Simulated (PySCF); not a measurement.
# OsF6: ligand-field states

Wanted: ligand-field states for OsF6.

Computed with PySCF 2.14.0 and routines of our own; the level stands in each step. Atoms count from 0.

## (1) The system as given

7 atoms, charge 0, states of the metal's open shell are computed; geometry from: model geometry, bond lengths from ionic radii.

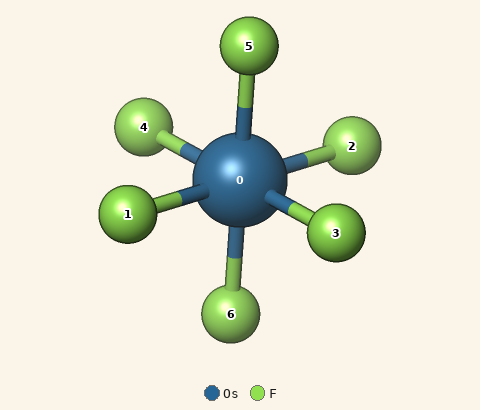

The starting geometry (osmium blue, fluorine green); sticks join atoms by distance alone.

## (2) Ligand-field states: state-averaged CASSCF

What the job is given:

```
{"job": {"kind": "lf", "basis": {"metal": "x2c-TZVPall", "ligand": "x2c-SVPall"}, "nevpt": true}, "charge": 0, "metal": "Os", "open_shell": "d2"}
Os     0.000000     0.000000     0.000000
F      0.000000     0.000000     1.845000
F      0.000000     0.000000    -1.845000
F      1.845000     0.000000     0.000000
F     -1.845000     0.000000     0.000000
F      0.000000     1.845000     0.000000
F     -0.000000    -1.845000     0.000000
```

Method: state-averaged CASSCF of the metal d shell, SC-NEVPT2 on the averaged canonical orbitals, state-interaction spin-orbit coupling.

On the command line:

```sh
$ OMP_NUM_THREADS=1 python lf_run.py task.json out
```

One launch serves the whole session: the jobs run in the order shown.

Standard output:

```text
basis functions 165, electrons 130, active (2e, 5o)
stage 1: DIIS on the effective Fock matrix, level shift 0.30
cycle   1  E = -17847.2457554610  dE = -1.785e+04  max|g| = 9.012e-01
cycle   2  E = -17845.4116507231  dE =  1.834e+00  max|g| = 1.203e+00
cycle   3  E = -17847.8518562245  dE = -2.440e+00  max|g| = 9.211e-01
cycle   4  E = -17848.7104286916  dE = -8.586e-01  max|g| = 4.112e-01
cycle   5  E = -17848.8178598981  dE = -1.074e-01  max|g| = 1.247e-01
cycle   6  E = -17848.8294527728  dE = -1.159e-02  max|g| = 4.340e-02
cycle   7  E = -17848.8305404510  dE = -1.088e-03  max|g| = 3.627e-02
cycle   8  E = -17848.8318642250  dE = -1.324e-03  max|g| = 1.528e-02
cycle   9  E = -17848.8319825658  dE = -1.183e-04  max|g| = 5.013e-03
cycle  10  E = -17848.8319992541  dE = -1.669e-05  max|g| = 1.811e-03
cycle  11  E = -17848.8320005541  dE = -1.300e-06  max|g| = 9.088e-04
cycle  12  E = -17848.8320010503  dE = -4.962e-07  max|g| = 3.794e-04
cycle  13  E = -17848.8320011582  dE = -1.079e-07  max|g| = 2.398e-04
cycle  14  E = -17848.8320011894  dE = -3.119e-08  max|g| = 1.070e-04
cycle  15  E = -17848.8320011957  dE = -6.323e-09  max|g| = 5.495e-05
cycle  16  E = -17848.8320011972  dE = -1.481e-09  max|g| = 3.043e-05
cycle  17  E = -17848.8320011976  dE = -4.402e-10  max|g| = 1.685e-05
cycle  18  E = -17848.8320011978  dE = -1.310e-10  max|g| = 9.834e-06
converged average energy = -17848.8320011978

 mult deg   label        CASSCF/cm-1   NEVPT2/cm-1
   3   3   3T1g                0.0           0.0
   1   2   1Eg              9941.3        7236.5
   1   3   1T2g             8640.5        7326.9
   1   1   1A1g            21959.7       16742.2
   3   3   3T2g            43420.8       43627.3
   3   3   3T1g            52357.2       48255.2
   1   3   1T2g            52430.0       50515.3
   1   3   1T1g            56897.2       52568.7
   3   1   3A2g            87330.6       87906.0
   1   2   1Eg             99361.7       94754.4
   1   1   1A1g           112105.1      101667.4

spin-orbit levels / cm-1
      0.00  x2  3T1g 0.90 1Eg 0.08
    245.22  x3  3T1g 0.91 1T2g 0.07
   5261.15  x3  3T1g 0.99
   5613.75  x1  3T1g 0.88 1A1g 0.11
  11048.15  x3  1T2g 0.91 3T1g 0.07
  11204.68  x2  1Eg 0.91 3T1g 0.08
  21537.25  x1  1A1g 0.86 3T1g 0.12
  45504.14  x1  3T2g 1.00
  46183.35  x3  3T2g 0.93 3T1g 0.03
  47404.86  x3  3T2g 0.85 3T1g 0.10 1T1g 0.04
  47424.37  x2  3T2g 0.82 3T1g 0.15
  49810.03  x1  3T1g 0.96
  50865.28  x3  3T1g 0.84 1T1g 0.09 3T2g 0.06
  51239.11  x3  3T1g 0.55 1T2g 0.43
  54382.74  x2  3T1g 0.83 3T2g 0.16
  56636.20  x3  1T2g 0.55 3T1g 0.41 3T2g 0.04
  57387.23  x3  1T1g 0.86 3T2g 0.08 3T1g 0.05
  92499.60  x3  3A2g 0.98
  99205.82  x2  1Eg 0.98
 106171.09  x1  1A1g 0.99
```

Wall time 17 s (1 thread of Intel Xeon 6975P-C, shared host); peak memory 0.45 GiB.

Warnings kept with the result: strongly covalent, metal-shell active space is small for this complex.

From this job:

```
             quantity      value
spin-orbit constant ζ  3660 cm⁻¹
```

Powder susceptibility:

```
T (K)  χT (cm³ K/mol)  μ(eff)
    2           0.001    0.10
    5           0.003    0.16
   10           0.006    0.23
   20           0.013    0.32
   30           0.019    0.39
   50           0.032    0.51
   75           0.049    0.62
  100           0.064    0.72
  150           0.090    0.85
  200           0.110    0.94
  250           0.125    1.00
  300           0.137    1.05
```

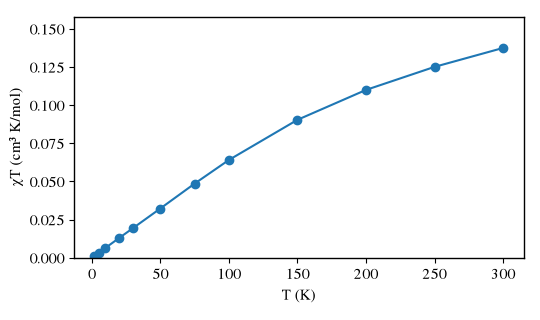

χT against temperature.

## (3) Ligand-field states: state-averaged CASSCF (axial bond length × 0.9)

What the job is given:

```
{"job": {"kind": "lf", "basis": {"metal": "x2c-TZVPall", "ligand": "x2c-SVPall"}, "nevpt": true, "reuse": true}, "charge": 0, "metal": "Os", "open_shell": "d2"}
Os     0.000000     0.000000     0.000000
F      0.000000     0.000000     1.660500
F      0.000000     0.000000    -1.660500
F      1.845000     0.000000     0.000000
F     -1.845000     0.000000     0.000000
F      0.000000     1.845000     0.000000
F     -0.000000    -1.845000     0.000000
```

Level: state-averaged CASSCF of the metal d shell, SC-NEVPT2 on the averaged canonical orbitals, state-interaction spin-orbit coupling.

Standard output:

```text
basis functions 165, electrons 130, active (2e, 5o)
start from the orbitals of the previous structure
stage 1: DIIS on the effective Fock matrix, level shift 0.30
cycle   1  E = -17844.7168969390  dE = -1.784e+04  max|g| = 3.002e+01
cycle   2  E = -17848.5884877381  dE = -3.872e+00  max|g| = 5.181e-01
cycle   3  E = -17848.7110978594  dE = -1.226e-01  max|g| = 3.089e-01
cycle   4  E = -17848.7735508008  dE = -6.245e-02  max|g| = 8.500e-02
cycle   5  E = -17848.7776426588  dE = -4.092e-03  max|g| = 3.230e-02
cycle   6  E = -17848.7790608548  dE = -1.418e-03  max|g| = 1.351e-02
cycle   7  E = -17848.7793845440  dE = -3.237e-04  max|g| = 6.879e-03
cycle   8  E = -17848.7794222178  dE = -3.767e-05  max|g| = 2.733e-03
cycle   9  E = -17848.7794324420  dE = -1.022e-05  max|g| = 1.055e-03
cycle  10  E = -17848.7794353052  dE = -2.863e-06  max|g| = 5.108e-04
cycle  11  E = -17848.7794362265  dE = -9.212e-07  max|g| = 3.023e-04
cycle  12  E = -17848.7794365033  dE = -2.769e-07  max|g| = 1.681e-04
cycle  13  E = -17848.7794365798  dE = -7.648e-08  max|g| = 8.585e-05
cycle  14  E = -17848.7794365980  dE = -1.814e-08  max|g| = 4.237e-05
cycle  15  E = -17848.7794366022  dE = -4.213e-09  max|g| = 1.937e-05
cycle  16  E = -17848.7794366032  dE = -9.750e-10  max|g| = 8.374e-06
converged average energy = -17848.7794366032

 mult deg   label        CASSCF/cm-1   NEVPT2/cm-1
   3   2   3Eg                 0.0           0.0
   1   1   1A1g             7017.0        3861.8
   3   1   3A2g             6644.7        5571.3
   1   2   1Eg              8428.8        7183.8
   1   1   1B1g            15957.9       12678.5
   1   1   1B2g            15384.2       12820.7
   1   1   1A1g            25822.3       20187.9
   3   1   3A2g            47380.9       43359.1
   3   2   3Eg             44980.7       44827.1
   1   1   1A2g            51864.3       47671.7
   1   2   1Eg             53040.0       51138.5
   3   1   3B2g            57788.6       56202.9
   1   1   1B2g            68329.5       64176.8
   3   2   3Eg             69952.2       64766.7
   1   2   1Eg             74736.0       69199.2
   1   1   1A1g            99189.5       93577.2
   3   1   3B1g           101386.8      100555.1
   1   1   1B1g           115937.9      108899.0
   1   1   1A1g           137629.6      127366.4

spin-orbit levels / cm-1
      0.00  x1  3Eg 0.95 1B1g 0.04
    153.47  x1  3Eg 0.96 1B2g 0.03
   1039.80  x1  3Eg 0.56 1A1g 0.26 3A2g 0.16
   1355.87  x2  3Eg 0.79 3A2g 0.12 1Eg 0.08
   4890.53  x1  3Eg 0.99
   8384.83  x2  3A2g 0.58 1Eg 0.21 3Eg 0.20
   8409.38  x1  1A1g 0.42 3Eg 0.38 3A2g 0.13
   8627.95  x1  3A2g 0.64 1A1g 0.30 1A1g 0.04
  11195.46  x2  1Eg 0.69 3A2g 0.29
  15959.81  x1  1B2g 0.95 3Eg 0.03
  16004.54  x1  1B1g 0.95 3Eg 0.04
  24499.93  x1  1A1g 0.88 3A2g 0.06 3Eg 0.05
  45517.24  x1  3A2g 0.74 3Eg 0.22
  45538.40  x2  3A2g 0.74 3Eg 0.25
  46661.21  x1  3Eg 0.99
  46716.74  x1  3Eg 0.98
  47809.11  x1  3Eg 0.61 1A2g 0.39
  48479.46  x2  3Eg 0.65 3A2g 0.18 1Eg 0.15
  51345.28  x1  3Eg 0.76 3A2g 0.22
  53191.06  x1  1A2g 0.60 3Eg 0.39
  55602.93  x2  1Eg 0.83 3Eg 0.09 3A2g 0.07
  59051.28  x1  3B2g 0.94 3Eg 0.05
  59068.34  x2  3B2g 0.94
  65614.20  x1  1B2g 0.70 3Eg 0.28
  66287.48  x1  3Eg 1.00
  66378.58  x1  3Eg 0.97
  67668.91  x2  3Eg 0.84 1Eg 0.14
  70601.05  x1  3Eg 0.94 3B2g 0.05
  71856.07  x1  3Eg 0.71 1B2g 0.28
  73597.78  x2  1Eg 0.84 3Eg 0.13
```

Run time: 11 s. Hardware: 1 thread of Intel Xeon 6975P-C, shared host; peak memory 0.46 GiB.

Warnings kept with the result: an active orbital is not mainly the metal shell.

An active orbital is only 65 % metal, under the run's own bar for a metal shell, so levels, ζ, ground spin and magnetism of this run may not be those of the metal's shell and are not read here.

## (4) Ligand-field states: state-averaged CASSCF (axial bond length × 0.95)

Settings changed since step 3:

```diff
@@ -2,4 +2,4 @@
 Os     0.000000     0.000000     0.000000
-F      0.000000     0.000000     1.660500
-F      0.000000     0.000000    -1.660500
+F      0.000000     0.000000     1.752700
+F      0.000000     0.000000    -1.752700
 F      1.845000     0.000000     0.000000
```

With the program's defaults for keys left out, this is: state-averaged CASSCF of the metal d shell, SC-NEVPT2 on the averaged canonical orbitals, state-interaction spin-orbit coupling.

Standard output:

```text
basis functions 165, electrons 130, active (2e, 5o)
start from the orbitals of the previous structure
stage 1: DIIS on the effective Fock matrix, level shift 0.30
cycle   1  E = -17847.3534870258  dE = -1.785e+04  max|g| = 1.670e+01
cycle   2  E = -17848.7806596274  dE = -1.427e+00  max|g| = 3.350e-01
cycle   3  E = -17848.8194528001  dE = -3.879e-02  max|g| = 9.090e-02
cycle   4  E = -17848.8225129836  dE = -3.060e-03  max|g| = 2.640e-02
cycle   5  E = -17848.8228321926  dE = -3.192e-04  max|g| = 1.298e-02
cycle   6  E = -17848.8229873385  dE = -1.551e-04  max|g| = 6.093e-03
cycle   7  E = -17848.8230149960  dE = -2.766e-05  max|g| = 2.324e-03
cycle   8  E = -17848.8230220236  dE = -7.028e-06  max|g| = 1.035e-03
cycle   9  E = -17848.8230250177  dE = -2.994e-06  max|g| = 4.373e-04
cycle  10  E = -17848.8230256528  dE = -6.351e-07  max|g| = 2.047e-04
cycle  11  E = -17848.8230257897  dE = -1.369e-07  max|g| = 1.195e-04
cycle  12  E = -17848.8230258356  dE = -4.594e-08  max|g| = 6.047e-05
cycle  13  E = -17848.8230258470  dE = -1.139e-08  max|g| = 2.729e-05
cycle  14  E = -17848.8230258494  dE = -2.416e-09  max|g| = 1.865e-05
cycle  15  E = -17848.8230258500  dE = -5.239e-10  max|g| = 9.510e-06
converged average energy = -17848.8230258500

 mult deg   label        CASSCF/cm-1   NEVPT2/cm-1
   3   2   3Eg                 0.0           0.0
   3   1   3A2g             2752.4        2328.0
   1   1   1A1g             9100.0        6134.2
   1   2   1Eg              8550.4        7274.3
   1   1   1B1g            12351.6        9494.6
   1   1   1B2g            11443.2        9621.9
   1   1   1A1g            23203.3       17853.7
   3   2   3Eg             44618.7       44585.2
   3   1   3A2g            50385.6       46218.8
   3   1   3B2g            50364.5       50013.1
   1   1   1A2g            54906.9       50533.8
   1   2   1Eg             53058.1       51047.5
   3   2   3Eg             60183.6       55935.0
   1   1   1B2g            60110.4       57453.3
   1   2   1Eg             65032.5       60541.1
   3   1   3B1g            94147.7       94355.1
   1   1   1A1g           101249.1       95908.9
   1   1   1B1g           107335.9      101913.2
   1   1   1A1g           122792.0      113245.6

spin-orbit levels / cm-1
      0.00  x1  3Eg 0.93 1B1g 0.05
    195.24  x1  3Eg 0.94 1B2g 0.05
    873.72  x1  3Eg 0.47 3A2g 0.39 1A1g 0.13
    916.42  x2  3Eg 0.64 3A2g 0.26 1Eg 0.08
   5074.08  x1  3Eg 0.99
   6430.33  x2  3A2g 0.65 3Eg 0.32
   6448.36  x1  3A2g 0.50 3Eg 0.39 1A1g 0.11
  10197.51  x1  1A1g 0.86 3Eg 0.07 3A2g 0.05
  10944.97  x2  1Eg 0.89 3A2g 0.08
  13041.63  x1  1B2g 0.94 3Eg 0.05
  13133.72  x1  1B1g 0.93 3Eg 0.06
  22451.21  x1  1A1g 0.87 3Eg 0.07 3A2g 0.05
  46593.98  x1  3Eg 0.98
  46694.70  x1  3Eg 0.97
  47073.04  x2  3Eg 0.72 3A2g 0.26
  47481.97  x1  3Eg 0.49 3A2g 0.48
  48536.86  x1  3Eg 0.82 1A2g 0.17
  49634.56  x2  3A2g 0.61 1Eg 0.20 3Eg 0.17
  52023.58  x1  3Eg 0.48 3A2g 0.47 3Eg 0.04
  53015.67  x1  3B2g 0.90 3Eg 0.08
  53027.57  x2  3B2g 0.91 3Eg 0.05
  55113.67  x1  1A2g 0.77 3Eg 0.15 3Eg 0.08
  55536.54  x2  1Eg 0.71 3A2g 0.11 3Eg 0.07
  57998.46  x1  3Eg 0.92 1A2g 0.06
  58093.72  x1  3Eg 0.93
  58374.75  x1  1B2g 0.54 3Eg 0.45
  59531.77  x2  3Eg 0.76 1Eg 0.13 1Eg 0.07
  62059.94  x1  3Eg 0.91 3B2g 0.08
  63932.76  x1  3Eg 0.54 1B2g 0.45
  65173.25  x2  1Eg 0.84 3Eg 0.11 3B2g 0.04
```

It took 12 s on 1 thread of Intel Xeon 6975P-C, shared host; peak memory 0.46 GiB.

Warnings kept with the result: strongly covalent, metal-shell active space is small for this complex.

In short:

```
             quantity      value
spin-orbit constant ζ  3683 cm⁻¹
```

Powder susceptibility:

```
T (K)  χT (cm³ K/mol)  μ(eff)
    2           0.002    0.11
   20           0.015    0.34
  100           0.069    0.74
  300           0.151    1.10
```

## (5) Ligand-field states: state-averaged CASSCF (axial bond length × 1.05)

Settings changed since step 4:

```diff
@@ -2,4 +2,4 @@
 Os     0.000000     0.000000     0.000000
-F      0.000000     0.000000     1.752700
-F      0.000000     0.000000    -1.752700
+F      0.000000     0.000000     1.937300
+F      0.000000     0.000000    -1.937300
 F      1.845000     0.000000     0.000000
```

With the program's defaults for keys left out, this is: state-averaged CASSCF of the metal d shell, SC-NEVPT2 on the averaged canonical orbitals, state-interaction spin-orbit coupling.

Standard output:

```text
basis functions 165, electrons 130, active (2e, 5o)
start from the orbitals of the previous structure
stage 1: DIIS on the effective Fock matrix, level shift 0.30
cycle   1  E = -17846.2083999369  dE = -1.785e+04  max|g| = 3.469e+01
cycle   2  E = -17848.7264612330  dE = -2.518e+00  max|g| = 4.696e-01
cycle   3  E = -17848.8102702428  dE = -8.381e-02  max|g| = 1.222e-01
cycle   4  E = -17848.8175595032  dE = -7.289e-03  max|g| = 4.417e-02
cycle   5  E = -17848.8195916835  dE = -2.032e-03  max|g| = 2.147e-02
cycle   6  E = -17848.8198597858  dE = -2.681e-04  max|g| = 1.539e-02
cycle   7  E = -17848.8200475850  dE = -1.878e-04  max|g| = 6.319e-03
cycle   8  E = -17848.8201232100  dE = -7.562e-05  max|g| = 3.200e-03
cycle   9  E = -17848.8201312690  dE = -8.059e-06  max|g| = 1.953e-03
cycle  10  E = -17848.8201339816  dE = -2.713e-06  max|g| = 8.267e-04
cycle  11  E = -17848.8201344530  dE = -4.714e-07  max|g| = 2.732e-04
cycle  12  E = -17848.8201345213  dE = -6.829e-08  max|g| = 1.130e-04
cycle  13  E = -17848.8201345350  dE = -1.371e-08  max|g| = 4.889e-05
cycle  14  E = -17848.8201345386  dE = -3.613e-09  max|g| = 3.171e-05
cycle  15  E = -17848.8201345397  dE = -1.073e-09  max|g| = 2.687e-05
cycle  16  E = -17848.8201345401  dE = -4.438e-10  max|g| = 1.941e-05
cycle  17  E = -17848.8201345403  dE = -2.074e-10  max|g| = 1.342e-05
cycle  18  E = -17848.8201345404  dE = -1.055e-10  max|g| = 9.605e-06
converged average energy = -17848.8201345404

 mult deg   label        CASSCF/cm-1   NEVPT2/cm-1
   3   1   3A2g                0.0           0.0
   3   2   3Eg              1923.9        1635.2
   1   1   1B1g            10319.1        7310.9
   1   1   1B2g             8595.3        7362.5
   1   2   1Eg             10636.6        9010.4
   1   1   1A1g            12043.8        9213.2
   1   1   1A1g            23447.9       18126.7
   3   1   3B2g            39389.2       39582.7
   3   2   3Eg             41822.7       41230.7
   1   1   1B2g            47772.9       45973.0
   1   2   1Eg             49658.9       46563.5
   3   2   3Eg             50267.4       46649.0
   3   1   3A2g            55538.8       51313.3
   1   2   1Eg             56103.2       52471.0
   1   1   1A2g            60089.1       55630.6
   3   1   3B1g            83383.7       83806.1
   1   1   1A1g            93170.2       86815.6
   1   1   1B1g            94478.5       90022.7
   1   1   1A1g           111113.5      101427.8

spin-orbit levels / cm-1
      0.00  x1  3A2g 0.71 3Eg 0.21 1A1g 0.06
    443.66  x2  3A2g 0.61 3Eg 0.32 1Eg 0.06
    932.16  x1  3Eg 0.88 1B1g 0.10
   1215.34  x1  3Eg 0.89 1B2g 0.09
   5682.10  x2  3Eg 0.63 3A2g 0.36
   6332.85  x1  3Eg 0.69 3A2g 0.19 1A1g 0.11
   6364.08  x1  3Eg 0.99
  10668.33  x1  1B2g 0.88 3Eg 0.10
  10913.82  x1  1B1g 0.88 3Eg 0.11
  12138.62  x2  1Eg 0.92 3Eg 0.04
  12572.82  x1  1A1g 0.92 3A2g 0.06
  22340.29  x1  1A1g 0.86 3Eg 0.09 3A2g 0.03
  41658.44  x1  3B2g 0.72 3Eg 0.27
  41965.96  x2  3B2g 0.76 3Eg 0.19
  43465.39  x1  3Eg 0.94 3Eg 0.05
  43605.23  x1  3Eg 0.91 3Eg 0.05
  44160.64  x1  3Eg 0.82 1B2g 0.10 3Eg 0.04
  44466.36  x2  3Eg 0.72 3B2g 0.15 1Eg 0.11
  45397.58  x1  3Eg 0.58 3B2g 0.20 3Eg 0.20
  47685.28  x1  3Eg 0.51 1B2g 0.48
  48380.19  x2  3Eg 0.62 1Eg 0.30
  49554.12  x1  3Eg 0.74 3A2g 0.19 3Eg 0.04
  50093.44  x1  3Eg 0.89 1A2g 0.07 3Eg 0.04
  50721.16  x1  3Eg 0.78 3Eg 0.14 3B2g 0.06
  51320.80  x2  1Eg 0.47 3Eg 0.23 3A2g 0.19
  52209.56  x1  3Eg 0.44 1B2g 0.40 3Eg 0.14
  53705.33  x2  3A2g 0.42 1Eg 0.40 1Eg 0.09
  55989.40  x1  3A2g 0.78 3Eg 0.18
  57861.21  x2  1Eg 0.54 3A2g 0.36 3Eg 0.07
  59653.57  x1  1A2g 0.92 3Eg 0.06
```

Run time: 13 s. Hardware: 1 thread of Intel Xeon 6975P-C, shared host; peak memory 0.46 GiB.

Warnings kept with the result: strongly covalent, metal-shell active space is small for this complex.

Key values:

```
             quantity      value
spin-orbit constant ζ  3624 cm⁻¹
```

Powder susceptibility:

```
T (K)  χT (cm³ K/mol)  μ(eff)
    2           0.001    0.09
   20           0.011    0.30
  100           0.055    0.66
  300           0.151    1.10
```

## (6) Ligand-field states: state-averaged CASSCF (axial bond length × 1.1)

Settings changed since step 5:

```diff
@@ -2,4 +2,4 @@
 Os     0.000000     0.000000     0.000000
-F      0.000000     0.000000     1.937300
-F      0.000000     0.000000    -1.937300
+F      0.000000     0.000000     2.029500
+F      0.000000     0.000000    -2.029500
 F      1.845000     0.000000     0.000000
```

Method: state-averaged CASSCF of the metal d shell, SC-NEVPT2 on the averaged canonical orbitals, state-interaction spin-orbit coupling.

Standard output:

```text
basis functions 165, electrons 130, active (2e, 5o)
start from the orbitals of the previous structure
stage 1: DIIS on the effective Fock matrix, level shift 0.30
cycle   1  E = -17848.3875928417  dE = -1.785e+04  max|g| = 1.656e+01
cycle   2  E = -17848.7804944712  dE = -3.929e-01  max|g| = 1.829e-01
cycle   3  E = -17848.7943407489  dE = -1.385e-02  max|g| = 4.683e-02
cycle   4  E = -17848.7951982168  dE = -8.575e-04  max|g| = 3.307e-02
cycle   5  E = -17848.7960240091  dE = -8.258e-04  max|g| = 9.062e-03
cycle   6  E = -17848.7961292602  dE = -1.053e-04  max|g| = 4.458e-03
cycle   7  E = -17848.7961554858  dE = -2.623e-05  max|g| = 2.198e-03
cycle   8  E = -17848.7961629357  dE = -7.450e-06  max|g| = 1.550e-03
cycle   9  E = -17848.7961647744  dE = -1.839e-06  max|g| = 8.650e-04
cycle  10  E = -17848.7961657460  dE = -9.715e-07  max|g| = 4.553e-04
cycle  11  E = -17848.7961659874  dE = -2.414e-07  max|g| = 2.025e-04
cycle  12  E = -17848.7961660421  dE = -5.464e-08  max|g| = 1.031e-04
cycle  13  E = -17848.7961660590  dE = -1.699e-08  max|g| = 5.702e-05
cycle  14  E = -17848.7961660643  dE = -5.304e-09  max|g| = 3.505e-05
cycle  15  E = -17848.7961660656  dE = -1.255e-09  max|g| = 3.136e-05
cycle  16  E = -17848.7961660663  dE = -6.730e-10  max|g| = 2.548e-05
cycle  17  E = -17848.7961660668  dE = -4.948e-10  max|g| = 1.765e-05
cycle  18  E = -17848.7961660670  dE = -2.074e-10  max|g| = 1.536e-05
cycle  19  E = -17848.7961660671  dE = -9.823e-11  max|g| = 1.406e-05
cycle  20  E = -17848.7961660671  dE = -5.821e-11  max|g| = 1.373e-05
cycle  21  E = -17848.7961660672  dE = -5.821e-11  max|g| = 1.200e-05
cycle  22  E = -17848.7961660672  dE = -4.002e-11  max|g| = 1.052e-05
cycle  23  E = -17848.7961660673  dE = -3.274e-11  max|g| = 9.017e-06
converged average energy = -17848.7961660673

 mult deg   label        CASSCF/cm-1   NEVPT2/cm-1
   3   1   3A2g                0.0           0.0
   3   2   3Eg              3247.3        2846.3
   1   1   1B1g            10709.7        7386.2
   1   1   1B2g             8562.7        7393.7
   1   2   1Eg             12023.7       10260.7
   1   1   1A1g            13320.7       10432.9
   1   1   1A1g            24699.9       19462.3
   3   1   3B2g            35842.7       36158.0
   3   2   3Eg             38261.0       36950.9
   1   2   1Eg             45184.2       41768.3
   1   1   1B2g            43694.8       42077.2
   3   2   3Eg             50410.9       47445.1
   3   1   3A2g            57634.6       53624.8
   1   2   1Eg             57179.0       53665.4
   1   1   1A2g            62191.4       57943.7
   1   1   1A1g            85759.6       77995.9
   3   1   3B1g            79897.7       80304.3
   1   1   1B1g            90221.2       85962.7
   1   1   1A1g           112158.3      103272.0

spin-orbit levels / cm-1
      0.00  x1  3A2g 0.76 3Eg 0.16 1A1g 0.06
    582.32  x2  3A2g 0.70 3Eg 0.24 1Eg 0.05
   1744.41  x1  3Eg 0.85 1B1g 0.13
   2050.05  x1  3Eg 0.86 1B2g 0.12
   6272.12  x2  3Eg 0.71 3A2g 0.27
   7134.93  x1  3Eg 0.75 3A2g 0.14 1A1g 0.10
   7326.08  x1  3Eg 0.99
  10535.53  x1  1B2g 0.85 3Eg 0.13
  10880.64  x1  1B1g 0.85 3Eg 0.13
  13107.50  x2  1Eg 0.92 3Eg 0.05
  13527.04  x1  1A1g 0.92 3A2g 0.06
  23323.97  x1  1A1g 0.86 3Eg 0.08
  37814.83  x1  3B2g 0.68 3Eg 0.31
  38058.00  x2  3B2g 0.62 3Eg 0.34
  38579.13  x1  3Eg 0.99
  38755.71  x1  3Eg 0.94
  40012.12  x2  3Eg 0.53 3B2g 0.25 1Eg 0.21
  40303.98  x1  3Eg 0.76 1B2g 0.19
  42625.86  x1  3Eg 0.65 3B2g 0.29 3Eg 0.05
  45630.50  x1  1B2g 0.69 3Eg 0.16 3Eg 0.14
  45903.31  x2  1Eg 0.73 3Eg 0.10 3B2g 0.09
  49750.01  x1  3Eg 0.93 3Eg 0.03
  50032.18  x2  3Eg 0.85 3A2g 0.05 1Eg 0.04
  50120.15  x1  3Eg 0.83 1B2g 0.10 3Eg 0.06
  50694.98  x1  3Eg 0.81 3A2g 0.15
  51115.17  x1  3Eg 0.93 1A2g 0.06
  54789.18  x2  1Eg 0.51 3A2g 0.48
  57878.66  x1  3A2g 0.82 3Eg 0.16
  59358.74  x2  3A2g 0.47 1Eg 0.44 3Eg 0.08
  61665.76  x1  1A2g 0.94 3Eg 0.06
```

Run time: 15 s. Hardware: 1 thread of Intel Xeon 6975P-C, shared host; peak memory 0.46 GiB.

Warnings kept with the result: strongly covalent, metal-shell active space is small for this complex.

From this job:

```
             quantity      value
spin-orbit constant ζ  3584 cm⁻¹
```

Powder susceptibility:

```
T (K)  χT (cm³ K/mol)  μ(eff)
    2           0.001    0.09
   20           0.011    0.29
  100           0.054    0.66
  300           0.161    1.13
```

[end of part 1 of 2]
